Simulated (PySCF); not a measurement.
# H₈NPSi₂: electronic excitations at several levels of theory, part 2 of 2

PySCF 2.14.0. Atoms count from 0. Earlier steps stand in the parts before.

## 9. Ultraviolet spectrum: LC-wPBE/def2-SVPD

Job settings and geometry (Å):

```
{"job": {"kind": "uv", "xc": "LC-wPBE", "basis": "def2-SVPD", "ip": true}, "charge": 0, "multiplicity": 1}
N      1.988358     0.631896     0.766392
Si     1.213948    -0.701975    -0.008749
P     -0.463637    -0.057173    -1.412273
Si    -1.934403     0.427161     0.228751
H      1.555771     1.055389     1.579369
H      2.480314     1.325877     0.214820
H      2.203851    -1.425508    -0.861913
H      0.706061    -1.602841     1.070974
H     -0.961290    -1.376395    -1.657821
H     -3.243068     0.855788    -0.349970
H     -1.359602     1.571776     1.003671
H     -2.172603    -0.705652     1.177713
```

With the program's defaults for keys left out, this is: TDDFT LC-wPBE/def2-SVPD, vertical, gas phase, core orbitals frozen in the response.

The log of the run:

```text
coarse grid: 10896 points
cycle   1  E = -979.1009657835  dE = -1.444e-01  |g| = 3.666e-01  |ddm| = 3.763e+00
cycle   2  E = -979.1261500506  dE = -2.518e-02  |g| = 2.726e-01  |ddm| = 9.397e-01
cycle   3  E = -979.1424287424  dE = -1.628e-02  |g| = 4.865e-02  |ddm| = 3.817e-01
cycle   4  E = -979.1432082264  dE = -7.795e-04  |g| = 1.353e-02  |ddm| = 1.386e-01
cycle   5  E = -979.1432903297  dE = -8.210e-05  |g| = 2.859e-03  |ddm| = 4.814e-02
cycle   6  E = -979.1432959503  dE = -5.621e-06  |g| = 7.788e-04  |ddm| = 1.471e-02
final grid: 89752 points
cycle   7  E = -979.2931961343  dE = -2.309e-05  |g| = 4.197e-03  |ddm| = 5.463e-02
cycle   8  E = -979.2931973480  dE = -1.214e-06  |g| = 3.839e-03  |ddm| = 9.802e-03
cycle   9  E = -979.2932004068  dE = -3.059e-06  |g| = 2.757e-04  |ddm| = 4.658e-03
cycle  10  E = -979.2932004480  dE = -4.122e-08  |g| = 1.038e-04  |ddm| = 9.400e-04
cycle  11  E = -979.2932004556  dE = -7.599e-09  |g| = 2.553e-05  |ddm| = 4.216e-04
cycle  12  E = -979.2932004562  dE = -5.023e-10  |g| = 6.574e-06  |ddm| = 9.011e-05
converged SCF energy = -979.2932004562

Static polarisability (au): isotropic 91.675, principal 78.750 89.611 106.665

Singlet excitations
state   eV       nm        f      main configurations
  1   6.2711    197.7   0.00689   H->L 0.58, H->L+5 0.16, H->L+3 0.11
  2   6.6559    186.3   0.03703   H->L+1 0.34, H->L+2 0.18, H-1->L 0.14
  3   6.8157    181.9   0.03892   H->L+1 0.35, H->L+2 0.29
  4   6.9840    177.5   0.00508   H->L+2 0.34, H->L+4 0.15, H-1->L 0.14
  5   7.1120    174.3   0.03189   H->L+3 0.37, H-1->L 0.27
  6   7.2672    170.6   0.07721   H->L+4 0.63, H-1->L+3 0.11
  7   7.4398    166.6   0.07391   H-1->L+2 0.49, H-1->L+1 0.15
  8   7.7629    159.7   0.21183   H-1->L+1 0.33, H-1->L+2 0.17, H-1->L+3 0.10
  9   7.9259    156.4   0.14620   H-1->L+3 0.23, H->L+6 0.18, H-1->L+1 0.14
 10   8.0829    153.4   0.04885   H-1->L+4 0.48, H-1->L+3 0.12

Triplet excitations (Tamm-Dancoff, eV): 5.4348 5.7338 6.1108 6.5325
Vertical ionisation energy (delta-SCF) = 9.1457 eV
```

It took 1.9 min on 1 thread of Arm Neoverse N1, shared host; peak memory 0.74 GiB.

This run: HOMO -9.61 eV, LUMO 1.83 eV; lowest singlet 6.27 eV.

## 10. TDDFT and polarisability: PBE0/6-31G*

Settings changed since step 9:

```diff
@@ -1,2 +1,2 @@
-{"job": {"kind": "uv", "xc": "LC-wPBE", "basis": "def2-SVPD", "ip": true}, "charge": 0, "multiplicity": 1}
+{"job": {"kind": "uv", "xc": "PBE0", "basis": "6-31G*"}, "charge": 0, "multiplicity": 1}
 N      1.988358     0.631896     0.766392
```

Method: TDDFT PBE0/6-31G*, vertical, gas phase, core orbitals frozen in the response.

The log of the run:

```text
coarse grid: 10896 points
cycle   1  E = -979.4421594309  dE = -5.192e-02  |g| = 3.958e-01  |ddm| = 2.938e+00
cycle   2  E = -979.4156703757  dE =  2.649e-02  |g| = 5.220e-01  |ddm| = 1.007e+00
cycle   3  E = -979.4788302372  dE = -6.316e-02  |g| = 4.390e-02  |ddm| = 6.331e-01
cycle   4  E = -979.4792908147  dE = -4.606e-04  |g| = 1.610e-02  |ddm| = 7.988e-02
cycle   5  E = -979.4793895340  dE = -9.872e-05  |g| = 3.114e-03  |ddm| = 3.234e-02
cycle   6  E = -979.4793932805  dE = -3.746e-06  |g| = 3.003e-04  |ddm| = 5.585e-03
final grid: 89752 points
cycle   7  E = -979.4207226743  dE = -7.855e-06  |g| = 5.667e-03  |ddm| = 1.662e-02
cycle   8  E = -979.4207146449  dE =  8.029e-06  |g| = 8.231e-03  |ddm| = 1.486e-02
cycle   9  E = -979.4207307680  dE = -1.612e-05  |g| = 2.749e-04  |ddm| = 8.349e-03
cycle  10  E = -979.4207307930  dE = -2.497e-08  |g| = 9.364e-05  |ddm| = 6.121e-04
cycle  11  E = -979.4207307959  dE = -2.929e-09  |g| = 1.967e-05  |ddm| = 1.669e-04
cycle  12  E = -979.4207307960  dE = -1.442e-10  |g| = 4.690e-06  |ddm| = 3.841e-05
converged SCF energy = -979.4207307960

Static polarisability (au): isotropic 77.228, principal 64.670 75.455 91.560

Singlet excitations
state   eV       nm        f      main configurations
  1   5.9411    208.7   0.00499   H->L 0.53, H->L+1 0.42
  2   6.1404    201.9   0.03115   H->L+1 0.53, H->L 0.44
  3   6.5746    188.6   0.01271   H-1->L+1 0.67, H-1->L 0.23
  4   6.6928    185.3   0.01849   H->L+2 0.69, H-1->L 0.15, H->L+3 0.09
  5   6.8338    181.4   0.02264   H->L+3 0.40, H-1->L+1 0.19, H-1->L 0.13
  6   7.0227    176.5   0.08526   H->L+4 0.39, H-1->L 0.29, H->L+3 0.09
  7   7.1891    172.5   0.22394   H->L+3 0.32, H->L+4 0.29, H-1->L 0.12
  8   7.2320    171.4   0.00674   H-1->L+2 0.89
  9   7.6254    162.6   0.05243   H-1->L+4 0.51, H-1->L+3 0.27
 10   7.7318    160.4   0.07083   H-1->L+3 0.41, H-1->L+4 0.37

Triplet excitations (Tamm-Dancoff, eV): 5.3959 5.5361 5.7974 6.1336
```

Run time: 12 s. Hardware: 1 thread of Arm Neoverse N1, shared host.

In short: HOMO -6.88 eV, LUMO 0.39 eV; lowest singlet 5.94 eV.

## 11. Ultraviolet spectrum: PBE0/def2-SVP

Settings changed since step 10:

```diff
@@ -1,2 +1,2 @@
-{"job": {"kind": "uv", "xc": "PBE0", "basis": "6-31G*"}, "charge": 0, "multiplicity": 1}
+{"job": {"kind": "uv", "xc": "PBE0", "basis": "def2-SVP"}, "charge": 0, "multiplicity": 1}
 N      1.988358     0.631896     0.766392
```

With the program's defaults for keys left out, this is: TDDFT PBE0/def2-SVP, vertical, gas phase, core orbitals frozen in the response.

The log of the run:

```text
coarse grid: 10896 points
cycle   1  E = -979.0086046527  dE = -8.186e-02  |g| = 3.892e-01  |ddm| = 3.109e+00
cycle   2  E = -978.9834245109  dE =  2.518e-02  |g| = 5.106e-01  |ddm| = 8.465e-01
cycle   3  E = -979.0429978411  dE = -5.957e-02  |g| = 4.243e-02  |ddm| = 5.151e-01
cycle   4  E = -979.0434303203  dE = -4.325e-04  |g| = 1.523e-02  |ddm| = 7.836e-02
cycle   5  E = -979.0435119704  dE = -8.165e-05  |g| = 3.124e-03  |ddm| = 3.193e-02
cycle   6  E = -979.0435158391  dE = -3.869e-06  |g| = 4.458e-04  |ddm| = 6.066e-03
final grid: 89752 points
cycle   7  E = -979.1534759596  dE = -9.099e-06  |g| = 5.249e-03  |ddm| = 2.074e-02
cycle   8  E = -979.1534693244  dE =  6.635e-06  |g| = 7.533e-03  |ddm| = 1.236e-02
cycle   9  E = -979.1534825551  dE = -1.323e-05  |g| = 2.279e-04  |ddm| = 7.078e-03
cycle  10  E = -979.1534825694  dE = -1.433e-08  |g| = 8.057e-05  |ddm| = 5.096e-04
cycle  11  E = -979.1534825716  dE = -2.201e-09  |g| = 2.015e-05  |ddm| = 1.674e-04
cycle  12  E = -979.1534825718  dE = -1.739e-10  |g| = 3.630e-06  |ddm| = 4.047e-05
converged SCF energy = -979.1534825718

Static polarisability (au): isotropic 80.648, principal 68.574 77.984 95.386

Singlet excitations
state   eV       nm        f      main configurations
  1   5.9188    209.5   0.00307   H->L 0.95
  2   6.3155    196.3   0.01141   H->L+1 0.94
  3   6.5359    189.7   0.00523   H-1->L 0.82, H->L+3 0.11
  4   6.5968    187.9   0.00545   H->L+2 0.91
  5   6.8020    182.3   0.00860   H->L+3 0.82, H-1->L 0.12
  6   7.0222    176.6   0.03782   H-1->L+1 0.52, H-1->L+2 0.18, H->L+4 0.17
  7   7.2304    171.5   0.03491   H-1->L+2 0.67, H-1->L+1 0.14
  8   7.3812    168.0   0.16508   H->L+4 0.48, H-1->L+1 0.19, H-1->L+3 0.14
  9   7.5712    163.8   0.04302   H-1->L+3 0.67, H->L+4 0.12
 10   7.7523    159.9   0.06372   H-1->L+4 0.61, H->L+5 0.20

Triplet excitations (Tamm-Dancoff, eV): 5.4571 5.6556 5.8916 6.1355
```

It took 16 s on 1 thread of Arm Neoverse N1, shared host.

Key values: HOMO -6.93 eV, LUMO 0.34 eV; lowest singlet 5.92 eV.

## 12. Run by run: electronic excitations

Excitations and ground-state properties, with basis size and wall time:

| run | lowest singlet (eV) | brightest (eV) | f | gap (eV) | α (Å³) | μ (D) | functions | time |
| --- | --- | --- | --- | --- | --- | --- | --- | --- |
| LDA/def2-SVPD | 5.04 | 6.03 | 0.094 | 4.95 | 14.95 | 0.91 | 156 | 56 s |
| PBE/def2-SVPD | 5.12 | 6.10 | 0.071 | 5.03 | 14.61 | 0.91 | 156 | 79 s |
| B3LYP/def2-SVPD | 5.55 | 6.69 | 0.106 | 6.52 | 14.15 | 0.85 | 156 | 78 s |
| PBE0/def2-SVPD | 5.70 | 6.88 | 0.123 | 6.96 | 14.07 | 0.87 | 156 | 92 s |
| BHandHLYP/def2-SVPD | 6.08 | 7.63 | 0.176 | 8.65 | 13.62 | 0.82 | 156 | 81 s |
| CAM-B3LYP/def2-SVPD | 5.91 | 7.39 | 0.144 | 9.05 | 13.91 | 0.83 | 156 | 92 s |
| wB97X-D/def2-SVPD | 5.99 | 7.34 | 0.168 | 10.42 | 13.93 | 0.89 | 156 | 85 s |
| LC-wPBE/def2-SVPD | 6.27 | 7.76 | 0.212 | 11.44 | 13.58 | 0.87 | 156 | 1.9 min |
| PBE0/6-31G* | 5.94 | 7.19 | 0.224 | 7.27 | 11.44 | 1.15 | 84 | 12 s |
| PBE0/def2-SVP | 5.92 | 7.38 | 0.165 | 7.27 | 11.95 | 1.05 | 108 | 16 s |

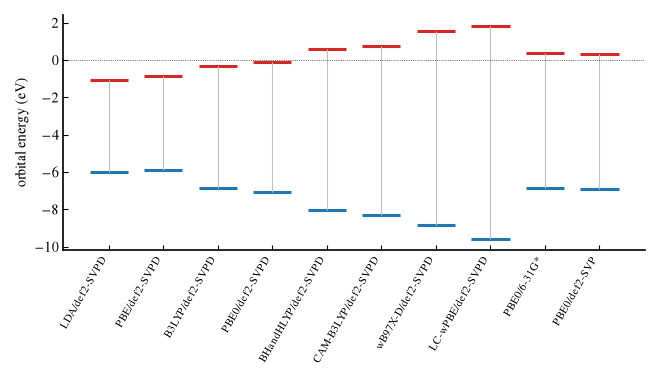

HOMO (blue) and LUMO (red) run by run.

## 13. Results

This closing draws on all 2 parts.

| quantity | value |
| --- | --- |
| lowest singlet (LDA/def2-SVPD) | 5.04 eV (246 nm), f = 0.001 |
| brightest single state of those computed | state 7, 6.03 eV, f = 0.094 |
| lowest triplet | 4.84 eV |
| vertical ionisation energy (ΔSCF) | 8.70 eV |
| range of the lowest singlet | 5.04 to 6.27 eV |

**Reading.** Single values in the summary come from the first run of each kind that ended normally (LDA/def2-SVPD), which need not be the best level. The first singlet state (HOMO→LUMO 0.98) lies at 5.04 eV and is dark; of the 10 states computed, the strongest absorption comes from state 7 at 6.03 eV. The lowest triplet lies 0.21 eV below the lowest singlet (triplets in Tamm-Dancoff, singlets in full TDDFT). ΔSCF puts the ionisation energy at 8.70 eV, 2.69 eV above −ε(HOMO). The lowest singlet runs from 5.04 eV (LDA/def2-SVPD) to 6.27 eV (LC-wPBE/def2-SVPD), while the orbital gap spans 4.95 to 11.44 eV. The lowest state need not be the same one in every run. The runs solved for a few states only, so the brightest column depends on that window.
